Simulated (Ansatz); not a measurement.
Geometry relaxation of MoHCl5F2 (part 1 of 2)

System: MoHCl5F2.
Method: RKS PBE/def2-SVP (Ansatz 0.2.0).

The input holds or restrains some coordinates. It belongs to a series of runs on one base structure; here: pulled along the bonds that form and break, towards end B. Figures and captions count atoms from 1; the log counts them from 0 in places.

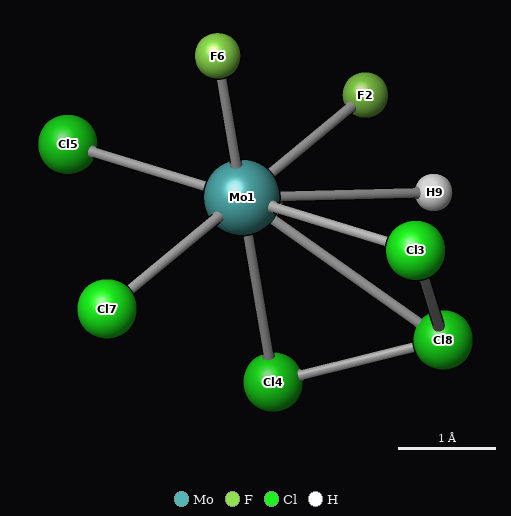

*The structure as given in the input (ball-and-stick view, seen at a tilt; atoms are numbered from 1 in the order of the input). Sticks mark near contacts.*

Bond lengths as drawn: Cl–Cl 1.97 to 2.06 Å, Cl–Mo 2.31 to 2.61 Å, F–Mo 1.77 to 2.12 Å and H–Mo 2.33 Å.

## Results in brief

```csv
quantity,value
outcome,converged under the restraints of the input
total energy,−69871.0148 eV
mean-field energy,−69871.0148 eV
"largest force (length of the vector) at the end, held atoms and coordinates included",0.973 eV/Å
hardware,"4 threads of Arm Neoverse V1, 24 GiB of memory available, shared host"
wall time,77 s (CPU time 4.9 min)
peak memory,0.29 GiB
```

## Notes

The run takes a singlet; with an open-shell metal another spin state may lie lower.

## The input
```yaml
crystal:
  periodic: [false, false, false]
  atoms:
    - { symbol: Mo, position_ang: [0.0, 0.0, 0.0] }
    - { symbol: F, position_ang: [0.0, 0.0, 2.12] }
    - { symbol: Cl, position_ang: [2.31, 0.0, 0.0] }
    - { symbol: Cl, position_ang: [0.0, 2.31, 0.0] }
    - { symbol: Cl, position_ang: [-2.31, 0.0, 0.0] }
    - { symbol: F, position_ang: [0.0, -1.77, 0.0] }
    - { symbol: Cl, position_ang: [0.0, 0.0, -2.31] }
    - { symbol: Cl, position_ang: [1.7152, 1.7868, 0.823] }
    - { symbol: H, position_ang: [0.8537, 0.8894, 1.981] }
basis:
  gaussian: { orbitals: def2-SVP }
hamiltonian:
  xc: pbe
relax:
  f_tol: 0.15
  max_steps: 25
  restrain:
    - { distance: [0, 7], at: 2.31, k: 30.0 }
    - { distance: [8, 1], at: 0.92, k: 30.0 }
    - { distance: [0, 1], at: 2.97, k: 30.0 }
    - { distance: [8, 7], at: 2.57, k: 30.0 }
```

Command:
```bash
ansatz run input.yaml --threads 4 --pin off --max-ram 5120MiB --backend cpu --events-out ev --progress --plain --runs-dir out
```

## The program's output
```
The last accepted step is kept in [file] (removed where the run ends without a failure and the disk answers)
Engine: ansatz 0.2.0, aarch64-unknown-linux-gnu
Functional definition: PBE
  parameter kappa = 0.804
  parameter beta = 0.06672455060314922
  exchange = pbe_x(kappa = kappa, mu = beta*pi^2/3)
  correlation = pbe_c(beta = beta)
1632 factors; their error is unknown
mean field evaluation 1: about -69832.5651 eV, gradient 1.0e2 eV
mean field evaluation 2: about -69072.1782 eV, gradient 4.8e2 eV
mean field evaluation 4: about -69762.5020 eV, gradient 2.3e2 eV
mean field evaluation 8: about -69863.0173 eV, gradient 1.7e0 eV
mean field evaluation 16: about -69862.9513 eV, gradient 1.3e-5 eV
mean field evaluation 32: about -69862.6789 eV, gradient 9.8e0 eV
mean field evaluation 64: about -69861.6269 eV, gradient 1.9e1 eV
mean field -69862.95127933 eV, -2567.4161047064 hartree, gradient 1.3e-5 eV, S^2 0.000000; 8 other end points of the search recorded, 0 dependent functions left out
the calculation of the forces begins
reference -69862.95135443 eV, -2567.4161074662 hartree; 59, 59 occupied and 95, 95 virtual orbitals, 1632 factors
relax step   1: F+E_penalty+E_count = -69862.95127933 eV  Δ(F+E_penalty+E_count) = +0.000e0 eV  max|allowed force component| = 8.370e0 eV/Å  E_restraint = 25.09440347 eV  max|allowed force component, restraints' pulls added| = 2.476e1 eV/Å  Δτ_max = 0.0000 Å  (286 SCF iters, accepted)
  distance Mo 0 - Cl 7 = 2.6100 Å
  distance H 8 - F 1 = 1.2406 Å
  distance Mo 0 - F 1 = 2.1200 Å
  distance H 8 - Cl 7 = 1.6996 Å
these checks for a lower state are left out or cut short: starts, cluster_reference, orbital_swaps, neighbouring_geometries, increment
1632 factors; their error is unknown
mean field -69865.25109841 eV, -2567.5006214984 hartree, gradient 2.8e-5 eV, S^2 0.000000; 0 other end points of the search recorded, 0 dependent functions left out
[... from here on the field's lines of each further geometry are left out, up to the last ...]
relax step   2: F+E_penalty+E_count = -69865.25109841 eV  Δ(F+E_penalty+E_count) = -2.300e0 eV  max|allowed force component| = 6.920e0 eV/Å  E_restraint = 11.49347101 eV  max|allowed force component, restraints' pulls added| = 1.504e1 eV/Å  Δτ_max = 0.1947 Å  (61 SCF iters, accepted)
relax step   3: F+E_penalty+E_count = -69866.52289353 eV  Δ(F+E_penalty+E_count) = -1.272e0 eV  max|allowed force component| = 5.797e0 eV/Å  E_restraint = 3.71028213 eV  max|allowed force component, restraints' pulls added| = 9.461e0 eV/Å  Δτ_max = 0.1947 Å  (59 SCF iters, accepted)
relax step   4: F+E_penalty+E_count = -69868.14754061 eV  Δ(F+E_penalty+E_count) = -1.625e0 eV  max|allowed force component| = 3.392e0 eV/Å  E_restraint = 0.44990313 eV  max|allowed force component, restraints' pulls added| = 3.392e0 eV/Å  Δτ_max = 0.2000 Å  (47 SCF iters, accepted)
relax step   5: F+E_penalty+E_count = -69869.22372974 eV  Δ(F+E_penalty+E_count) = -1.076e0 eV  max|allowed force component| = 1.494e0 eV/Å  E_restraint = 0.05332491 eV  max|allowed force component, restraints' pulls added| = 1.493e0 eV/Å  Δτ_max = 0.1998 Å  (52 SCF iters, accepted)
relax step   6: F+E_penalty+E_count = -69869.76345277 eV  Δ(F+E_penalty+E_count) = -5.397e-1 eV  max|allowed force component| = 9.663e-1 eV/Å  E_restraint = 0.03817844 eV  max|allowed force component, restraints' pulls added| = 4.839e-1 eV/Å  Δτ_max = 0.1947 Å  (54 SCF iters, accepted)
relax step   7: F+E_penalty+E_count = -69870.01457132 eV  Δ(F+E_penalty+E_count) = -2.511e-1 eV  max|allowed force component| = 6.229e-1 eV/Å  E_restraint = 0.04448036 eV  max|allowed force component, restraints' pulls added| = 1.138e0 eV/Å  Δτ_max = 0.1949 Å  (56 SCF iters, accepted)
relax step   8: F+E_penalty+E_count = -69870.15567881 eV  Δ(F+E_penalty+E_count) = -1.411e-1 eV  max|allowed force component| = 4.780e-1 eV/Å  E_restraint = 0.03433622 eV  max|allowed force component, restraints' pulls added| = 1.341e0 eV/Å  Δτ_max = 0.1999 Å  (43 SCF iters, accepted)
relax step   9: F+E_penalty+E_count = -69870.29356037 eV  Δ(F+E_penalty+E_count) = -1.379e-1 eV  max|allowed force component| = 3.036e-1 eV/Å  E_restraint = 0.01470562 eV  max|allowed force component, restraints' pulls added| = 7.531e-1 eV/Å  Δτ_max = 0.1951 Å  (43 SCF iters, accepted)
relax step  10: F+E_penalty+E_count = -69870.43725809 eV  Δ(F+E_penalty+E_count) = -1.437e-1 eV  max|allowed force component| = 3.513e-1 eV/Å  E_restraint = 0.01018605 eV  max|allowed force component, restraints' pulls added| = 5.651e-1 eV/Å  Δτ_max = 0.1977 Å  (41 SCF iters, accepted)
relax step  11: F+E_penalty+E_count = -69870.56578163 eV  Δ(F+E_penalty+E_count) = -1.285e-1 eV  max|allowed force component| = 3.637e-1 eV/Å  E_restraint = 0.00705207 eV  max|allowed force component, restraints' pulls added| = 3.187e-1 eV/Å  Δτ_max = 0.1926 Å  (42 SCF iters, accepted)
relax step  12: F+E_penalty+E_count = -69870.67475381 eV  Δ(F+E_penalty+E_count) = -1.090e-1 eV  max|allowed force component| = 5.532e-1 eV/Å  E_restraint = 0.00820999 eV  max|allowed force component, restraints' pulls added| = 3.540e-1 eV/Å  Δτ_max = 0.1963 Å  (41 SCF iters, accepted)
relax step  13: F+E_penalty+E_count = -69870.78048718 eV  Δ(F+E_penalty+E_count) = -1.057e-1 eV  max|allowed force component| = 9.111e-1 eV/Å  E_restraint = 0.01297289 eV  max|allowed force component, restraints' pulls added| = 3.716e-1 eV/Å  Δτ_max = 0.2000 Å  (42 SCF iters, accepted)
relax step  14: F+E_penalty+E_count = -69870.87422008 eV  Δ(F+E_penalty+E_count) = -9.373e-2 eV  max|allowed force component| = 9.267e-1 eV/Å  E_restraint = 0.01202032 eV  max|allowed force component, restraints' pulls added| = 4.997e-1 eV/Å  Δτ_max = 0.1946 Å  (41 SCF iters, accepted)
relax step  15: F+E_penalty+E_count = -69870.92805930 eV  Δ(F+E_penalty+E_count) = -5.384e-2 eV  max|allowed force component| = 1.015e0 eV/Å  E_restraint = 0.01164169 eV  max|allowed force component, restraints' pulls added| = 4.164e-1 eV/Å  Δτ_max = 0.1570 Å  (41 SCF iters, accepted)
relax step  16: F+E_penalty+E_count = -69870.98935290 eV  Δ(F+E_penalty+E_count) = -6.129e-2 eV  max|allowed force component| = 1.081e0 eV/Å  E_restraint = 0.02645143 eV  max|allowed force component, restraints' pulls added| = 5.657e-1 eV/Å  Δτ_max = 0.1969 Å  (41 SCF iters, accepted)
relax step  17: F+E_penalty+E_count = -69871.01194668 eV  Δ(F+E_penalty+E_count) = -2.259e-2 eV  max|allowed force component| = 9.795e-1 eV/Å  E_restraint = 0.01435101 eV  max|allowed force component, restraints' pulls added| = 1.892e-1 eV/Å  Δτ_max = 0.1995 Å  (41 SCF iters, accepted)
the calculation of the forces begins
reference -69871.01479036 eV, -2567.7124332708 hartree; 59, 59 occupied and 95, 95 virtual orbitals, 1632 factors
relax step  18: F+E_penalty+E_count = -69871.01471472 eV  Δ(F+E_penalty+E_count) = -2.768e-3 eV  max|allowed force component| = 9.446e-1 eV/Å  E_restraint = 0.01438557 eV  max|allowed force component, restraints' pulls added| = 1.416e-1 eV/Å  Δτ_max = 0.0570 Å  (36 SCF iters, accepted)
  distance Mo 0 - Cl 7 = 2.3168 Å
  distance H 8 - F 1 = 0.9306 Å
  distance Mo 0 - F 1 = 2.9983 Å
  distance H 8 - Cl 7 = 2.5685 Å
1632 factors; their error is unknown
mean field evaluation 224: about -69871.1038 eV, gradient 4.7e-1 eV
```

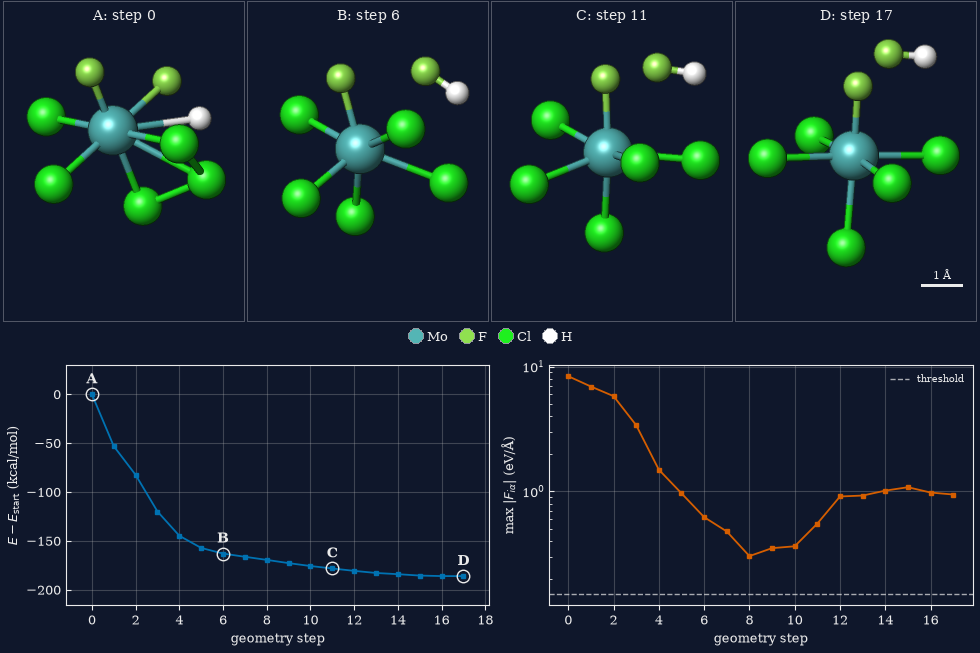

*Frames of the restrained relaxation (ball-and-stick view, seen at a tilt) above the curves, on which the letters mark them (the first geometry is step 0 here and step 1 in the log).*

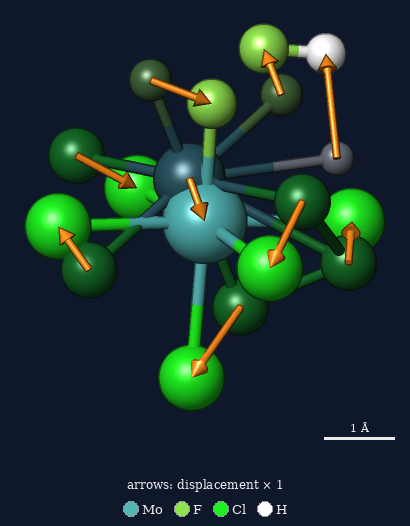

*Start (faint) and end (solid) with the displacements as orange arrows, at true length (ball-and-stick view, seen at a tilt). The two geometries are laid on each other by the best rigid fit.*

After 17 geometry steps the energy has fallen by 185.9 kcal/mol. Largest force component: 8.4 eV/Å at the start, 0.94 eV/Å at the end. The largest move after the best rigid fit is that of H9, 1.64 Å. By element the largest moves are H 1.64 Å, Cl 1.51 Å, F 0.96 Å, Mo 0.68 Å. Distances before and after: Cl4–Cl8 1.973 → 3.274 Å, Cl3–Cl8 2.055 → 3.247 Å, Mo1–H9 2.333 → 3.423 Å, Mo1–F2 2.120 → 2.998 Å. New bonds form: F2–H9 (1.24 → 0.93 Å). Bonds break: Cl3–Cl8 (2.06 → 3.25 Å), Cl4–Cl8 (1.97 → 3.27 Å), Mo1–F2 (2.12 → 3.00 Å). Among the angles that change: Cl7–Mo1–Cl8 108.4° → 178.0°, Cl4–Mo1–Cl8 46.8° → 89.8°, Cl3–Mo1–Cl8 48.9° → 88.4°. (Atoms are counted from 1 in the order of the input.)

```
mean field -69871.01471472 eV, -2567.7124304913 hartree, gradient 2.4e-5 eV, S^2 0.000000; 3 other end points of the search recorded, 0 dependent functions left out
the calculation of the forces begins
reference -69871.01479036 eV, -2567.7124332708 hartree; 59, 59 occupied and 95, 95 virtual orbitals, 1632 factors
Total energy: -69871.01479036 eV, -2567.7124332708 hartree
Atom 0 at     0.342264     0.453755    -0.313667 Å, force     0.233638     0.009710    -0.944565 eV/Å
Atom 1 at    -0.287251    -0.442929     2.477253 Å, force    -0.370147    -0.386958     0.580221 eV/Å
Atom 2 at     2.469905     0.222369    -1.264133 Å, force    -0.008984    -0.012579     0.015404 eV/Å
Atom 3 at     0.183664     2.400507    -1.571619 Å, force    -0.034385    -0.012737     0.021496 eV/Å
Atom 4 at    -1.774181     0.822530     0.483794 Å, force    -0.036998     0.011843     0.030280 eV/Å
Atom 5 at     0.680101    -1.221906     0.409097 Å, force    -0.019390     0.125404    -0.051465 eV/Å
Atom 6 at    -0.589840    -0.716045    -2.099175 Å, force    -0.009146     0.011737    -0.001008 eV/Å
Atom 7 at     1.315422     1.657994     1.409826 Å, force     0.052262     0.076523     0.178274 eV/Å
Atom 8 at     0.228816     0.039924     3.082624 Å, force     0.193150     0.177057     0.171364 eV/Å
Dipole moment:    -0.004134     0.183339     0.397503 e Å
```

## Trajectory as extended XYZ (Å, eV, eV/Å), 18 frames, from step=1 to step=18
```
9
Properties=species:S:1:pos:R:3:forces:R:3 step=1 energy=-69862.95128
Mo    0.0000    0.0000    0.0000   -0.9956   0.0149  -1.6278
F     0.0000    0.0000    2.1200    2.0122   2.0860   0.3417
Cl    2.3100    0.0000    0.0000    4.6060  -8.2737  -3.7875
Cl    0.0000    2.3100    0.0000   -8.3702   5.4298  -4.1341
Cl   -2.3100    0.0000    0.0000   -0.1684   0.1602   0.3022
F     0.0000   -1.7700    0.0000   -0.0003  -2.6085   0.5944
Cl    0.0000    0.0000   -2.3100   -0.0627   0.1222  -0.4623
Cl    1.7152    1.7868    0.8230    4.3742   4.7620   8.3623
H     0.8537    0.8894    1.9810   -1.3952  -1.6929   0.4111
```
